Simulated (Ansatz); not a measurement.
**SiHF3: single points with varied inputs**

Aim: run SiHF3 under a spread of inputs, and see what each costs and gives.

Computed with Ansatz 0.2.0, Gaussian basis. Level: the settings change from run to run.

## 1. The relaxed structure

The structure was relaxed beforehand with PBE0-D4 in a triple-zeta def2 set.

5 atoms, charge 0, spin multiplicity 1.

Atoms are counted from 1 here; the program's logs count them from 0.

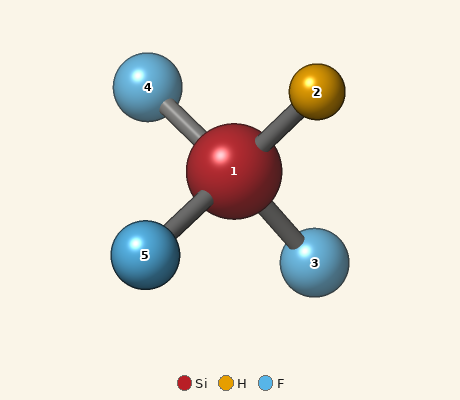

The geometry (silicon red, hydrogen amber, fluorine blue); atoms are numbered from 1 in the order of the file.

## 2. wB97/6-31++G**

This run has unrestricted orbitals, finite nuclei.

in.yaml reads:

```yaml
crystal:
  periodic: [false, false, false]
  atoms:
    - {symbol: Si, position_ang: [0.000347, -0.000488, 0.040755]}
    - {symbol: H, position_ang: [0.011141, -0.017904, 1.502286]}
    - {symbol: F, position_ang: [1.467842, 0.010535, -0.524927]}
    - {symbol: F, position_ang: [-0.743329, 1.278124, -0.493886]}
    - {symbol: F, position_ang: [-0.736000, -1.270256, -0.524228]}
basis:
  gaussian: {orbitals: "6-31++G**", nuclear_model: gaussian}
magnetization: {spin_polarized: true, initial_magnetization: 0}
hamiltonian: {xc: {name: wB97}}
scf: {omitted_lower_state_checks: [starts]}
output: {forces: true}
```

Started as:

```sh
$ ansatz run in.yaml --threads 4 --pin off --events-out ev --progress --plain --max-ram 3916MiB
```

What it wrote, cut to the lines that bear on the results:

```text
Functional definition: wB97
  name "wB97"
  cite "Chai & Head-Gordon, J. Chem. Phys. 128, 084106 (2008) doi:10.1063/1.2834918"
  cite "Becke, J. Chem. Phys. 107, 8554 (1997) doi:10.1063/1.475007"
[...]
  # The coefficients of nought are those of the uniform gas.
[...]
      + integral(e_c_pw_opposite_spin*poly(b97_u_opposite, 1, cos1, cos2, cos3, cos4))
[...]
753 factors; their error is unknown
274 factors; integrals over basis functions are off by at most 1.7e-5 eV
[...]
mean field -16048.19935815 eV, -589.7604485518 hartree, gradient 2.2e-5 eV, S^2 0.000000; 0 other end points of the search recorded, 0 dependent functions left out
[...]
reference -16048.19934472 eV, -589.7604480583 hartree; 21, 21 occupied and 65, 65 virtual orbitals, 753 factors
Total energy: -16048.19934472 eV, -589.7604480583 hartree
Atom 0 at     0.000347    -0.000488     0.040755 Å, force     0.007742    -0.014498     1.240842 eV/Å
Atom 1 at     0.011141    -0.017904     1.502286 Å, force    -0.000260     0.000023     0.003798 eV/Å
Atom 2 at     1.467842     0.010535    -0.524927 Å, force     1.102928     0.008097    -0.423493 eV/Å
Atom 3 at    -0.743329     1.278124    -0.493886 Å, force    -0.557996     0.961171    -0.399045 eV/Å
Atom 4 at    -0.736000    -1.270256    -0.524228 Å, force    -0.552415    -0.954793    -0.422102 eV/Å
Dipole moment:     0.002473    -0.003781     0.315815 e Å
Checks for a lower state left out: starts
```

It took 2.9 s on 4 threads of Arm Neoverse V1, shared host.

Largest force 1.241 eV/Å, dipole 1.52 D, ⟨S²⟩ 0.000.

## 3. wB97X/def2-SVP

This run has coordinates scaled by 0.96, density fitting with def2-universal-jkfit.

in.yaml reads:

```yaml
crystal:
  periodic: [false, false, false]
  atoms:
    - {symbol: Si, position_ang: [0.000333, -0.000469, 0.039125]}
    - {symbol: H, position_ang: [0.010695, -0.017188, 1.442194]}
    - {symbol: F, position_ang: [1.409128, 0.010113, -0.503930]}
    - {symbol: F, position_ang: [-0.713596, 1.226999, -0.474130]}
    - {symbol: F, position_ang: [-0.706560, -1.219446, -0.503259]}
basis:
  gaussian: {orbitals: def2-SVP, fitting: {mean_field: def2-universal-jkfit}}
hamiltonian: {xc: {name: wB97X}}
scf: {omitted_lower_state_checks: [starts]}
output: {forces: true}
```

Same command.

What it wrote, cut to the lines that bear on the results:

```text
Functional definition: wB97X
  name "wB97X"
  cite "Chai & Head-Gordon, J. Chem. Phys. 128, 084106 (2008) doi:10.1063/1.2834918"
  cite "Becke, J. Chem. Phys. 107, 8554 (1997) doi:10.1063/1.475007"
[...]
  # The coefficients of nought are those of the uniform gas.
[...]
      + exact_x_lr(omega)
[...]
      + integral(e_c_pw_opposite_spin*poly(b97_u_opposite, 1, cos1, cos2, cos3, cos4))
[...]
377 factors; integrals over basis functions are off by at most 2.9e-1 eV
377 factors; integrals over basis functions are off by at most 3.2e-7 eV
[...]
mean field -16037.86383334 eV, -589.3806250206 hartree, gradient 8.7e-5 eV, S^2 0.000000; 0 other end points of the search recorded, 0 dependent functions left out
[...]
reference -16037.86381306 eV, -589.3806242755 hartree; 21, 21 occupied and 44, 44 virtual orbitals, 377 factors
Total energy: -16037.86381306 eV, -589.3806242755 hartree
Atom 0 at     0.000333    -0.000469     0.039125 Å, force     0.020827    -0.037097     3.143739 eV/Å
Atom 1 at     0.010695    -0.017188     1.442194 Å, force     0.011058    -0.018277     1.540358 eV/Å
Atom 2 at     1.409128     0.010113    -0.503930 Å, force     4.335819     0.031433    -1.593674 eV/Å
Atom 3 at    -0.713596     1.226999    -0.474130 Å, force    -2.194704     3.775669    -1.500239 eV/Å
Atom 4 at    -0.706560    -1.219446    -0.503259 Å, force    -2.173000    -3.751729    -1.590183 eV/Å
Dipole moment:     0.001788    -0.002689     0.224225 e Å
Checks for a lower state left out: starts
```

Wall time 1 s (4 threads of Arm Neoverse V1, shared host).

Largest force 4.620 eV/Å, dipole 1.08 D.

## 4. B97/pcseg-2

in.yaml reads:

```yaml
crystal:
  periodic: [false, false, false]
  atoms:
    - {symbol: Si, position_ang: [0.000347, -0.000488, 0.040755]}
    - {symbol: H, position_ang: [0.011141, -0.017904, 1.502286]}
    - {symbol: F, position_ang: [1.467842, 0.010535, -0.524927]}
    - {symbol: F, position_ang: [-0.743329, 1.278124, -0.493886]}
    - {symbol: F, position_ang: [-0.736000, -1.270256, -0.524228]}
basis:
  gaussian: {orbitals: pcseg-2}
hamiltonian: {xc: {name: B97}}
```

The command is unchanged.

What it wrote, cut to the lines that bear on the results:

```text
Functional definition: B97
  name "B97"
  cite "Becke, J. Chem. Phys. 107, 8554 (1997) doi:10.1063/1.475007"
[...]
      + integral(e_c_pw_opposite_spin*poly(b97_u_opposite, cos0, cos1, cos2))
800 factors; their error is unknown
[...]
mean field -16050.21305410 eV, -589.8344505130 hartree, gradient 3.1e-5 eV, S^2 0.000000; 0 other end points of the search recorded, 0 dependent functions left out
reference -16050.21307520 eV, -589.8344512886 hartree; 21, 21 occupied and 117, 117 virtual orbitals, 800 factors
Total energy: -16050.21307520 eV, -589.8344512886 hartree
```

Run time: 1.9 s. Hardware: 4 threads of Arm Neoverse V1, shared host.

## 5. B3LYP/pcseg-2

Set apart from the defaults: finite nuclei, D4 dispersion.

in.yaml, as its differences from that of step 4:

```diff
@@ -9,3 +9,5 @@
 basis:
-  gaussian: {orbitals: pcseg-2}
-hamiltonian: {xc: {name: B97}}
+  gaussian: {orbitals: pcseg-2, nuclear_model: gaussian}
+hamiltonian: {xc: {name: B3LYP}, dispersion: d4}
+scf: {omitted_lower_state_checks: [starts]}
+output: {forces: true}
```

The command is unchanged.

What it wrote, cut to the lines that bear on the results:

```text
Functional definition: B3LYP
  name "B3LYP"
  cite "Stephens, Devlin, Chabalowski & Frisch, J. Phys. Chem. 98, 11623 (1994) doi:10.1021/j100096a001"
  cite "Becke, Phys. Rev. A 38, 3098 (1988) doi:10.1103/PhysRevA.38.3098"
  cite "Lee, Yang & Parr, Phys. Rev. B 37, 785 (1988) doi:10.1103/PhysRevB.37.785"
  cite "Vosko, Wilk & Nusair, Can. J. Phys. 58, 1200 (1980) doi:10.1139/p80-159"
[...]
800 factors; their error is unknown
[...]
mean field -16054.80450259 eV, -590.0031831329 hartree, gradient 5.0e-6 eV, S^2 0.000000; 0 other end points of the search recorded, 0 dependent functions left out
[...]
reference -16054.80471134 eV, -590.0031908044 hartree; 21, 21 occupied and 117, 117 virtual orbitals, 800 factors
Total energy: -16054.92149728 eV, -590.0074826084 hartree
Atom 0 at     0.000347    -0.000488     0.040755 Å, force     0.000325    -0.002935     0.270215 eV/Å
Atom 1 at     0.011141    -0.017904     1.502286 Å, force    -0.001096     0.001358    -0.108127 eV/Å
Atom 2 at     1.467842     0.010535    -0.524927 Å, force     0.148322     0.000925    -0.055792 eV/Å
Atom 3 at    -0.743329     1.278124    -0.493886 Å, force    -0.074191     0.129567    -0.051490 eV/Å
Atom 4 at    -0.736000    -1.270256    -0.524228 Å, force    -0.073360    -0.128914    -0.054806 eV/Å
Dipole moment:     0.002291    -0.003492     0.291673 e Å
Checks for a lower state left out: starts
```

It took 1.2 s on 4 threads of Arm Neoverse V1, shared host.

Largest force 0.270 eV/Å, dipole 1.40 D.

## 6. All runs side by side

| level | charge | multiplicity | geometry | functions | energy (eV) | time |
| --- | --- | --- | --- | --- | --- | --- |
| wB97/6-31++G** | 0 | 1 | relaxed | 86 | -16048.199 | 2.9 s |
| wB97X/def2-SVP | 0 | 1 | scaled | 65 | -16037.864 | 1 s |
| B97/pcseg-2 | 0 | 1 | relaxed | 138 | -16050.213 | 1.9 s |
| B3LYP/pcseg-2 | 0 | 1 | relaxed | 138 | -16054.921 | 1.2 s |

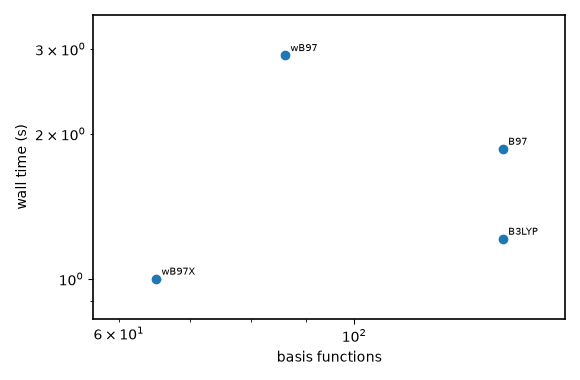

Wall time against the number of basis functions (shared host).

## 7. Summary of results

| quantity | value |
| --- | --- |
| runs | 4 |
| quickest | wB97X/def2-SVP, 1 s |
| slowest | wB97/6-31++G**, 2.9 s |
| spread of total energies, same state and geometry | 6.7 eV |
| dipole, same state and geometry | 1.40 to 1.52 D |

What this shows: wB97/6-31++G** took 3 times as long as wB97X/def2-SVP. The jobs differ in tasks and options as well as level. Total energies at one charge and spin differ by 7 eV between levels, so only differences within one level mean anything. At the PBE0-D4/def2-TZVP geometry and in the same state, the sound runs without point charges leave forces up to 1.24 eV/Å (wB97/6-31++G**), against 4.6 eV/Å where the atoms were moved.
